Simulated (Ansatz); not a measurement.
**TaN: a line through an energy map**

Aim: follow the energy of TaN (P-6m2, No. 187; 2 atoms in the cell) along one coordinate, c/a of the conventional cell, with the other held at volume per atom = 10.63 Å³.

Program: Ansatz 0.2.0. Level of theory: DFT PBEsol, scalar-relativistic, plane waves, PAW. These are calculated values, not measurements.

40 further runs of the same task are left out: 40 set aside as unsound or not needed.

**1. The structure to begin with**

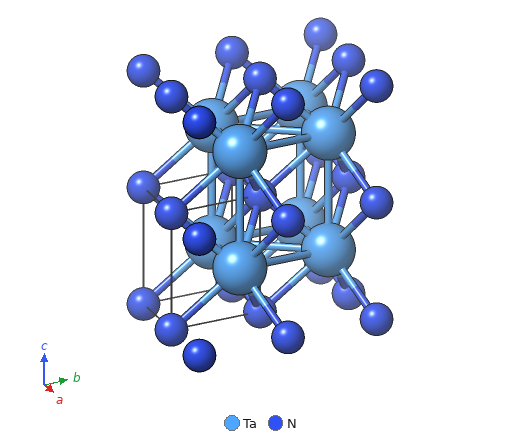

The starting structure, seen slightly off an axis (tantalum blue, nitrogen blue). 2×2×2 cells are drawn. Atoms on the faces are drawn again on the opposite ones.

As a file:

```
CELL_PARAMETERS angstrom
2.92404 0.00000 0.00000
-1.46202 2.53229 0.00000
0.00000 0.00000 2.87074
ATOMIC_POSITIONS crystal
Ta 0.33333 0.66667 0.50000
N 0.00000 0.00000 0.00000
```

It is the result of an earlier relaxation at this level (volume 10.63 Å³/atom; gap on the mesh: none (metal)).

**2. What is varied**

The energy is mapped over volume and the cell's shape.

First coordinate, volume per atom: 9 values from 8.93 to 12.33 Å³. Second coordinate, c/a of the conventional cell: 9 values from 0.906 to 1.064.

Nothing else is relaxed (symmetry fixes all fractional coordinates). Energies count from the relaxed crystal. Points are written as (first, second).

**3. Point (10.63 Å³, 0.906)**

The input, input.yaml:

```yaml
crystal:
  lattice:
    - [3.0032702729, 0.0, 0.0]
    - [-1.5016351364, 2.6009083508, 0.0]
    - [0.0, 0.0, 2.7212631943]
  atoms:
    - { symbol: Ta, position: [0.3333333333, 0.6666666667, 0.5] }
    - { symbol: "N", position: [0.0, 0.0, 0.0] }
basis:
  ecutwfc: 520.0
kpoints:
  mp_grid: { grid: [21, 21, 18] }
hamiltonian:
  xc: pbesol
scf:
  occupations: { method: gaussian, width: 0.15 }
output:
  forces: true
  stress: true
  eigenvalues: true
```

Run with:

```
$ ansatz run input.yaml --threads 1 --pin off --max-ram 2048MiB --backend cpu --events-out ev --progress --plain --runs-dir out
```

Output, shortened:

```text
Warning: RAYON_NUM_THREADS=1 ignored (pool sized by the plan → 1); use --threads N
[...]
Pseudopotentials: kind: paw
Pseudopotential: Ta, paw, valence charge 13, recommended cutoff 420 eV (normal), Ta.paw.azcp
Pseudopotential: N, paw, valence charge 5, recommended cutoff 420 eV (normal), N.paw.azcp
Functional definition: PBEsol
[...]
Crystal: 2 atoms, lattice volume = 21.256 Å³
Basis set: ecut = 520 eV, 575 PW (Γ), exchange–correlation on 48×48×48 points (8 copies of the dense FFT grid, shifted against one another)
Bands: 13, of which v1, the nominal top of the filled ones, is band 9 counted from 1 (8 counted from 0)
Symmetry: 12 space group operations
Space group: P-6m2 (ITA 187), of the structure as read, at distance tolerance 2.8e-5 Å
k-points: 480 of 7938 (time reversal used)
[...]
SCF iter   1: F=—  HF=-10187.472128 eV  |F-HF|=—  |Δ(HF+E_count)|=         —  Δρ=1.76e-2  dr2=6.42e-2  ethr=1.77e-3  ⟨swp⟩=5.3  Hψ=30817  notcnv=0
[...]
SCF iter   6: F=-10187.458268 eV  HF=-10187.458268 eV  |F-HF|=1.20e-10  |Δ(HF+E_count)|=   6.46e-9  Δρ=4.55e-6  dr2=1.41e-9  ethr=2.79e-10  ⟨swp⟩=2.8  Hψ=24373  notcnv=0
[...]
SCF converged after 6 iterations
Free energy (F): -10187.458268 eV
[...]
E sigma→0 (E₀):  -10187.457571 eV
Entropy (-TS):   -0.001395 eV (-0.697 meV/atom)
Fermi energy:    20.423880 eV
[...]
--- Forces (eV/Å), atoms counted from 1 ---
  atom   1  Ta     0.00000000     0.00000000    -0.00000000
  atom   2  N     -0.00000000     0.00000000     0.00000000
[...]
--- Stress (GPa, compression-positive) ---
      -14.408060       0.000000       0.000000
        0.000000     -14.408060      -0.000000
        0.000000      -0.000000      40.277147
  P = ⅓ Tr σ = 3.8203 GPa (38.203 kbar)
--- Band table (eV; the first three rows and the last of 480) ---
  k-point 0: bands = ["-47.9254", "-14.1272", "-14.1272", "-14.0370", "2.5102", "15.1616", "15.1616", "16.2014", "18.0289", "22.1253", "24.4974", "24.4974", "24.7259"]
[...]
```

Wall time 4.1 s (1 thread of AMD EPYC 9R45 (Zen 5), shared host); peak memory 0.56 GiB.

That is 96 meV/atom from the zero.

**4. The run at (10.63 Å³, 0.924)**

input.yaml, as its differences from that of step 3:

```diff
@@ -2,5 +2,5 @@
   lattice:
-    - [3.0032702729, 0.0, 0.0]
-    - [-1.5016351364, 2.6009083508, 0.0]
-    - [0.0, 0.0, 2.7212631943]
+    - [2.9832122635, 0.0, 0.0]
+    - [-1.4916061317, 2.5835376051, 0.0]
+    - [0.0, 0.0, 2.7579797376]
   atoms:
```

Run with:

```
$ ansatz run input.yaml --threads 1 --pin off --max-ram 2048MiB --backend cpu --events-out ev --progress --plain --runs-dir out
```

Output, shortened:

```text
[...]
SCF converged after 6 iterations
Free energy (F): -10187.542840 eV
[...]
E sigma→0 (E₀):  -10187.542303 eV
Entropy (-TS):   -0.001075 eV (-0.538 meV/atom)
Fermi energy:    20.405925 eV
[...]
--- Forces (eV/Å), atoms counted from 1 ---
  atom   1  Ta    -0.00000000     0.00000000     0.00000000
  atom   2  N     -0.00000000     0.00000000     0.00000000
[...]
--- Stress (GPa, compression-positive) ---
      -10.943692       0.000000       0.000000
        0.000000     -10.943692       0.000000
        0.000000       0.000000      29.556222
  P = ⅓ Tr σ = 2.5563 GPa (25.563 kbar)
--- Band table (eV; the first three rows and the last of 480) ---
  k-point 0: bands = ["-47.9298", "-14.1105", "-14.1021", "-14.1021", "2.5218", "15.3055", "15.3055", "16.2004", "17.8688", "22.2526", "24.3846", "24.3846", "24.6408"]
[...]
```

Wall time 5.7 s (1 thread of AMD EPYC 9R45 (Zen 5), shared host); peak memory 0.56 GiB.

That is 53 meV/atom from the zero.

**5. Point (10.63 Å³, 0.943)**

input.yaml, as its differences from that of step 4:

```diff
@@ -2,5 +2,5 @@
   lattice:
-    - [2.9832122635, 0.0, 0.0]
-    - [-1.4916061317, 2.5835376051, 0.0]
-    - [0.0, 0.0, 2.7579797376]
+    - [2.9633653387, 0.0, 0.0]
+    - [-1.4816826693, 2.566349664, 0.0]
+    - [0.0, 0.0, 2.7950461874]
   atoms:
```

Run with:

```
$ ansatz run input.yaml --threads 1 --pin off --max-ram 2048MiB --backend cpu --events-out ev --progress --plain --runs-dir out
```

Output, shortened:

```text
[...]
SCF converged after 6 iterations
Free energy (F): -10187.602318 eV
[...]
E sigma→0 (E₀):  -10187.601870 eV
Entropy (-TS):   -0.000896 eV (-0.448 meV/atom)
Fermi energy:    20.390478 eV
[...]
--- Forces (eV/Å), atoms counted from 1 ---
  atom   1  Ta    -0.00000000    -0.00000000    -0.00000000
  atom   2  N      0.00000000    -0.00000000     0.00000000
[...]
--- Stress (GPa, compression-positive) ---
       -7.400020       0.000000       0.000000
        0.000000      -7.400020      -0.000000
        0.000000      -0.000000      19.315730
  P = ⅓ Tr σ = 1.5052 GPa (15.052 kbar)
--- Band table (eV; the first three rows and the last of 480) ---
  k-point 0: bands = ["-47.9369", "-14.1798", "-14.0788", "-14.0788", "2.5353", "15.4530", "15.4530", "16.1835", "17.7191", "22.3891", "24.2697", "24.2697", "24.5674"]
[...]
```

Wall time 4.1 s (1 thread of AMD EPYC 9R45 (Zen 5), shared host); peak memory 0.56 GiB.

On the map this point reads 24 meV/atom.

**6. Grid point (10.63 Å³, 0.962)**

input.yaml, as its differences from that of step 5:

```diff
@@ -2,5 +2,5 @@
   lattice:
-    - [2.9633653387, 0.0, 0.0]
-    - [-1.4816826693, 2.566349664, 0.0]
-    - [0.0, 0.0, 2.7950461874]
+    - [2.9436282728, 0.0, 0.0]
+    - [-1.4718141364, 2.5492568636, 0.0]
+    - [0.0, 0.0, 2.8326534869]
   atoms:
```

Run with:

```
$ ansatz run input.yaml --threads 1 --pin off --max-ram 2048MiB --backend cpu --events-out ev --progress --plain --runs-dir out
```

Output, shortened:

```text
[...]
SCF converged after 6 iterations
Free energy (F): -10187.637689 eV
[...]
E sigma→0 (E₀):  -10187.637297 eV
Entropy (-TS):   -0.000784 eV (-0.392 meV/atom)
Fermi energy:    20.374857 eV
[...]
--- Forces (eV/Å), atoms counted from 1 ---
  atom   1  Ta     0.00000000    -0.00000000     0.00000000
  atom   2  N      0.00000000    -0.00000000     0.00000000
[...]
--- Stress (GPa, compression-positive) ---
       -3.754161       0.000000      -0.000000
        0.000000      -3.754161       0.000000
       -0.000000       0.000000       9.471894
  P = ⅓ Tr σ = 0.6545 GPa (6.545 kbar)
--- Band table (eV; the first three rows and the last of 480) ---
  k-point 0: bands = ["-47.9470", "-14.2459", "-14.0575", "-14.0575", "2.5509", "15.6046", "15.6046", "16.1505", "17.5786", "22.5361", "24.1525", "24.1525", "24.5048"]
[...]
```

Wall time 5.7 s (1 thread of AMD EPYC 9R45 (Zen 5), shared host); peak memory 0.57 GiB.

That is 6 meV/atom from the zero.

**7. Grid point (10.63 Å³, 1.002)**

input.yaml, as its differences from that of step 6:

```diff
@@ -2,5 +2,5 @@
   lattice:
-    - [2.9436282728, 0.0, 0.0]
-    - [-1.4718141364, 2.5492568636, 0.0]
-    - [0.0, 0.0, 2.8326534869]
+    - [2.9045168675, 0.0, 0.0]
+    - [-1.4522584337, 2.5153853929, 0.0]
+    - [0.0, 0.0, 2.9094545461]
   atoms:
```

Run with:

```
$ ansatz run input.yaml --threads 1 --pin off --max-ram 2048MiB --backend cpu --events-out ev --progress --plain --runs-dir out
```

Output, shortened:

```text
Warning: RAYON_NUM_THREADS=1 ignored (pool sized by the plan → 1); use --threads N
[...]
Pseudopotentials: kind: paw
Pseudopotential: Ta, paw, valence charge 13, recommended cutoff 420 eV (normal), Ta.paw.azcp
Pseudopotential: N, paw, valence charge 5, recommended cutoff 420 eV (normal), N.paw.azcp
Functional definition: PBEsol
[...]
Crystal: 2 atoms, lattice volume = 21.256 Å³
Basis set: ecut = 520 eV, 587 PW (Γ), exchange–correlation on 48×48×48 points (8 copies of the dense FFT grid, shifted against one another)
Bands: 13, of which v1, the nominal top of the filled ones, is band 9 counted from 1 (8 counted from 0)
Symmetry: 12 space group operations
Space group: P-6m2 (ITA 187), of the structure as read, at distance tolerance 2.8e-5 Å
k-points: 480 of 7938 (time reversal used)
[...]
SCF iter   1: F=—  HF=-10187.650355 eV  |F-HF|=—  |Δ(HF+E_count)|=         —  Δρ=1.75e-2  dr2=6.17e-2  ethr=1.77e-3  ⟨swp⟩=5.4  Hψ=31165  notcnv=0
[...]
SCF iter   6: F=-10187.637762 eV  HF=-10187.637762 eV  |F-HF|=2.26e-10  |Δ(HF+E_count)|=   4.42e-9  Δρ=3.37e-6  dr2=6.12e-10  ethr=2.13e-10  ⟨swp⟩=2.8  Hψ=24370  notcnv=0
[...]
SCF converged after 6 iterations
Free energy (F): -10187.637762 eV
[...]
E sigma→0 (E₀):  -10187.637389 eV
Entropy (-TS):   -0.000746 eV (-0.373 meV/atom)
Fermi energy:    20.346346 eV
[...]
--- Forces (eV/Å), atoms counted from 1 ---
  atom   1  Ta     0.00000000     0.00000000     0.00000000
  atom   2  N      0.00000000     0.00000000     0.00000000
[...]
--- Stress (GPa, compression-positive) ---
        3.871669      -0.000000      -0.000000
       -0.000000       3.871669       0.000000
       -0.000000       0.000000      -9.172989
  P = ⅓ Tr σ = -0.4766 GPa (-4.766 kbar)
--- Band table (eV; the first three rows and the last of 480) ---
  k-point 0: bands = ["-47.9766", "-14.3705", "-14.0214", "-14.0214", "2.5885", "15.9191", "15.9191", "16.0368", "17.3235", "22.8607", "23.9136", "23.9136", "24.4102"]
[...]
```

It took 4.1 s on 1 thread of AMD EPYC 9R45 (Zen 5), shared host; peak memory 0.56 GiB.

That is 6 meV/atom from the zero.

**8. Variant: xc_grid 4, dr2_threshold 1.0e-08**

input.yaml, as its differences from that of step 7:

```diff
@@ -10,2 +10,3 @@
   ecutwfc: 520.0
+  xc_grid: 4
 kpoints:
@@ -16,5 +17,6 @@
   occupations: { method: gaussian, width: 0.15 }
+  convergence: { dr2_threshold: 1.0e-08 }
 output:
   forces: true
+  eigenvalues: true
   stress: true
-  eigenvalues: true
```

Run with:

```
$ ansatz run input.yaml --threads 1 --pin off --max-ram 2048MiB --backend cpu --events-out ev --progress --plain --runs-dir out
```

Output, shortened:

```text
Warning: output.stress: scf.convergence.dr2_threshold = 1e-8 eV is looser than the 2e-10 eV advised for a printed stress (1e-10 eV for each atom of the cell: 2). What an SCF threshold leaves in a stress goes as its square root, and in the free energy as the threshold itself, and one [...]
Warning: RAYON_NUM_THREADS=1 ignored (pool sized by the plan → 1); use --threads N
[...]
Pseudopotentials: kind: paw
Pseudopotential: Ta, paw, valence charge 13, recommended cutoff 420 eV (normal), Ta.paw.azcp
Pseudopotential: N, paw, valence charge 5, recommended cutoff 420 eV (normal), N.paw.azcp
Functional definition: PBEsol
[...]
Crystal: 2 atoms, lattice volume = 21.256 Å³
Basis set: ecut = 520 eV, 587 PW (Γ), exchange–correlation on 96×96×96 points (64 copies of the dense FFT grid, shifted against one another)
Bands: 13, of which v1, the nominal top of the filled ones, is band 9 counted from 1 (8 counted from 0)
Symmetry: 12 space group operations
Space group: P-6m2 (ITA 187), of the structure as read, at distance tolerance 2.8e-5 Å
k-points: 480 of 7938 (time reversal used)
[...]
SCF iter   1: F=—  HF=-10187.650358 eV  |F-HF|=—  |Δ(HF+E_count)|=         —  Δρ=1.75e-2  dr2=6.17e-2  ethr=1.77e-3  ⟨swp⟩=5.4  Hψ=31165  notcnv=0
[...]
SCF iter   6: F=-10187.637759 eV  HF=-10187.637759 eV  |F-HF|=2.22e-10  |Δ(HF+E_count)|=   4.13e-9  Δρ=3.40e-6  dr2=6.29e-10  ethr=5.56e-11  ⟨swp⟩=6.1  Hψ=31083  notcnv=0
[...]
SCF converged after 6 iterations
Free energy (F): -10187.637759 eV
[...]
E sigma→0 (E₀):  -10187.637386 eV
Entropy (-TS):   -0.000746 eV (-0.373 meV/atom)
Fermi energy:    20.346346 eV
[...]
--- Forces (eV/Å), atoms counted from 1 ---
  atom   1  Ta     0.00000000     0.00000000     0.00000000
  atom   2  N     -0.00000000     0.00000000     0.00000000
[...]
--- Stress (GPa, compression-positive) ---
        3.871687      -0.000000      -0.000000
       -0.000000       3.871687       0.000000
       -0.000000       0.000000      -9.172976
  P = ⅓ Tr σ = -0.4765 GPa (-4.765 kbar)
--- Band table (eV; the first three rows and the last of 480) ---
  k-point 0: bands = ["-47.9766", "-14.3705", "-14.0214", "-14.0214", "2.5885", "15.9191", "15.9191", "16.0368", "17.3235", "22.8607", "23.9136", "23.9136", "24.4102"]
[...]
```

Run time: 4.4 s. Hardware: 1 thread of AMD EPYC 9R45 (Zen 5), shared host; peak memory 0.59 GiB.

```
    run     ending  energy change  pressure (GPa)  gap (eV)  force (eV/Å)  cycles   time
 step 7  converged              0            -0.5      0.00          0.00       6  4.1 s
variant  converged   0.0 meV/atom            -0.5      0.00          0.00       6  4.4 s
```

Changing the numerical grids and convergence setting leaves the energy as it was (0.0 meV/atom).

**9. Grid point (10.63 Å³, 1.043)**

input.yaml, as its differences from that of step 7:

```diff
@@ -2,5 +2,5 @@
   lattice:
-    - [2.9045168675, 0.0, 0.0]
-    - [-1.4522584337, 2.5153853929, 0.0]
-    - [0.0, 0.0, 2.9094545461]
+    - [2.8660288249, 0.0, 0.0]
+    - [-1.4330144124, 2.4820537703, 0.0]
+    - [0.0, 0.0, 2.9881216528]
   atoms:
```

Run with:

```
$ ansatz run input.yaml --threads 1 --pin off --max-ram 2048MiB --backend cpu --events-out ev --progress --plain --runs-dir out
```

Output, shortened:

```text
Warning: RAYON_NUM_THREADS=1 ignored (pool sized by the plan → 1); use --threads N
[...]
Pseudopotentials: kind: paw
Pseudopotential: Ta, paw, valence charge 13, recommended cutoff 420 eV (normal), Ta.paw.azcp
Pseudopotential: N, paw, valence charge 5, recommended cutoff 420 eV (normal), N.paw.azcp
Functional definition: PBEsol
[...]
Crystal: 2 atoms, lattice volume = 21.256 Å³
Basis set: ecut = 520 eV, 575 PW (Γ), exchange–correlation on 48×48×48 points (8 copies of the dense FFT grid, shifted against one another)
Bands: 13, of which v1, the nominal top of the filled ones, is band 9 counted from 1 (8 counted from 0)
Symmetry: 12 space group operations
Space group: P-6m2 (ITA 187), of the structure as read, at distance tolerance 2.8e-5 Å
k-points: 480 of 7938 (time reversal used)
[...]
SCF iter   1: F=—  HF=-10187.558816 eV  |F-HF|=—  |Δ(HF+E_count)|=         —  Δρ=1.77e-2  dr2=6.15e-2  ethr=1.77e-3  ⟨swp⟩=5.5  Hψ=31310  notcnv=0
[...]
SCF iter   6: F=-10187.546119 eV  HF=-10187.546119 eV  |F-HF|=2.47e-10  |Δ(HF+E_count)|=   7.02e-9  Δρ=3.13e-6  dr2=4.85e-10  ethr=2.08e-10  ⟨swp⟩=2.9  Hψ=24328  notcnv=0
[...]
SCF converged after 6 iterations
Free energy (F): -10187.546119 eV
[...]
E sigma→0 (E₀):  -10187.545798 eV
Entropy (-TS):   -0.000642 eV (-0.321 meV/atom)
Fermi energy:    20.315643 eV
[...]
--- Forces (eV/Å), atoms counted from 1 ---
  atom   1  Ta     0.00000000     0.00000000     0.00000000
  atom   2  N      0.00000000     0.00000000     0.00000000
[...]
--- Stress (GPa, compression-positive) ---
       11.978305       0.000000       0.000000
        0.000000      11.978305       0.000000
        0.000000       0.000000     -26.705951
  P = ⅓ Tr σ = -0.9164 GPa (-9.164 kbar)
--- Band table (eV; the first three rows and the last of 480) ---
  k-point 0: bands = ["-48.0191", "-14.4869", "-13.9943", "-13.9943", "2.6350", "15.8643", "16.2455", "16.2455", "17.1001", "23.2206", "23.6726", "23.6726", "24.3539"]
[...]
```

It took 4 s on 1 thread of AMD EPYC 9R45 (Zen 5), shared host; peak memory 0.55 GiB.

Energy on the map's scale: 52 meV/atom.

**10. The run at (10.63 Å³, 1.064)**

input.yaml, as its differences from that of step 9:

```diff
@@ -2,5 +2,5 @@
   lattice:
-    - [2.8660288249, 0.0, 0.0]
-    - [-1.4330144124, 2.4820537703, 0.0]
-    - [0.0, 0.0, 2.9881216528]
+    - [2.8469515377, 0.0, 0.0]
+    - [-1.4234757688, 2.465532355, 0.0]
+    - [0.0, 0.0, 3.0283023506]
   atoms:
@@ -20 +20,5 @@
   eigenvalues: true
+  write_density: true
+  write_potential: true
+  elf: true
+  volumetric_format: npy
```

Run with:

```
$ ansatz run input.yaml --threads 1 --pin off --max-ram 2048MiB --backend cpu --events-out ev --progress --plain --runs-dir out
```

Output, shortened:

```text
[...]
SCF converged after 6 iterations
Free energy (F): -10187.466267 eV
[...]
E sigma→0 (E₀):  -10187.465969 eV
Entropy (-TS):   -0.000597 eV (-0.298 meV/atom)
Fermi energy:    20.296484 eV
[...]
--- Forces (eV/Å), atoms counted from 1 ---
  atom   1  Ta     0.00000000     0.00000000     0.00000000
  atom   2  N     -0.00000000     0.00000000     0.00000000
[...]
--- Stress (GPa, compression-positive) ---
       16.240452       0.000000       0.000000
        0.000000      16.240452      -0.000000
        0.000000      -0.000000     -35.186925
  P = ⅓ Tr σ = -0.9020 GPa (-9.020 kbar)
--- Band table (eV; the first three rows and the last of 480) ---
  k-point 0: bands = ["-48.0454", "-14.5431", "-13.9843", "-13.9843", "2.6616", "15.7581", "16.4125", "16.4125", "16.9983", "23.4116", "23.5522", "23.5522", "24.3390"]
[...]
```

Run time: 5.9 s. Hardware: 1 thread of AMD EPYC 9R45 (Zen 5), shared host; peak memory 0.55 GiB.

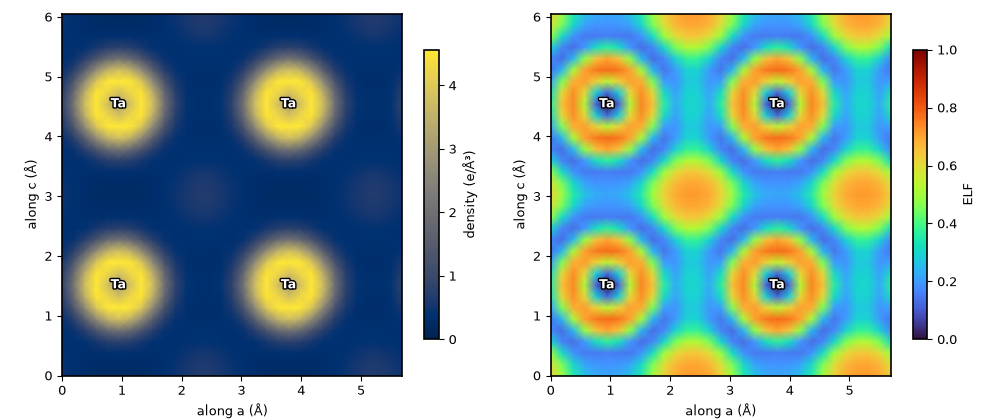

Density (left) and ELF (right) in a lattice plane of the grid's cell (edges 2.85 and 3.03 Å, at 0.667 of the third edge), which holds Ta. Only atoms in the plane are labelled. Both are smooth fields of the valence electrons: close to the nuclei they are not physical.

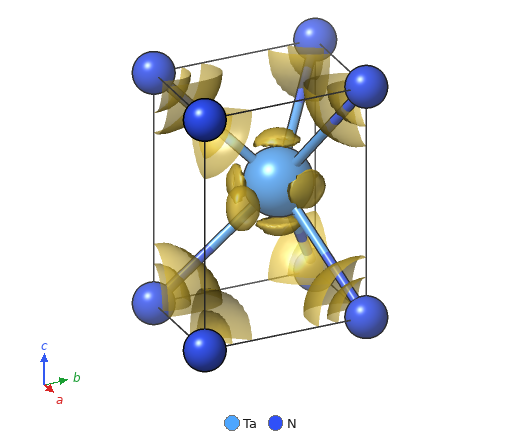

Surface of ELF = 0.74, drawn in one cell.

Outside the cores ELF peaks at 0.84 in the shell around N, 0.7 Å from N; 0.80 between the atoms, 1.6 Å from Ta.

Energy on the map's scale: 92 meV/atom.

**11. What came out**

| c/a of the conventional cell | step | energy (meV/atom) | slope (meV/atom per unit) | pressure (GPa) |
| --- | --- | --- | --- | --- |
| 0.906 | 3 | 96 | −2669 | 3.82 |
| 0.924 | 4 | 53 | −1937 | 2.56 |
| 0.943 | 5 | 24 | −1253 | 1.50 |
| 0.962 | 6 | 6 | −608 | 0.66 |
| 0.982 | – | 0 | 0 | 0.00 |
| 1.002 | 7 | 6 | 576 | −0.48 |
| 1.022 | – | 23 | 1120 | −0.78 |
| 1.043 | 9 | 52 | 1641 | −0.92 |
| 1.064 | 10 | 92 | 2138 | −0.90 |

Energies count from the relaxed crystal. Rows without a step come from runs not printed here or follow by symmetry. Slopes come from the forces (and the stress, where the cell changes), not from differences of energies.

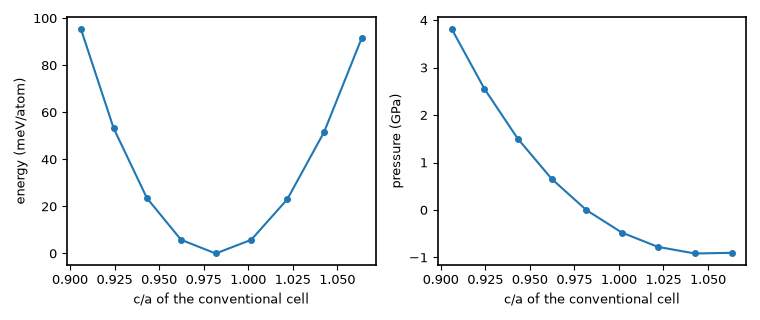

Energy and pressure along the line.

```
                                                               run       outcome
step 8, run with xc_grid 4, dr2_threshold 1.0e-08 (against step 7)  0.0 meV/atom
```

What this shows: The lowest point of the line is at 0.982, 0 meV/atom from the zero. A fit to energies and slopes at the lowest point and its two neighbours puts the minimum at 0.9818, with a curvature of about 30000 meV/atom per (unit)². The highest point computed, at 0.906, lies 96 meV/atom above the lowest. This is one cut through a surface in two coordinates; it holds the lowest point sampled, which need not be a minimum. The runs treat Ta without spin-orbit coupling.
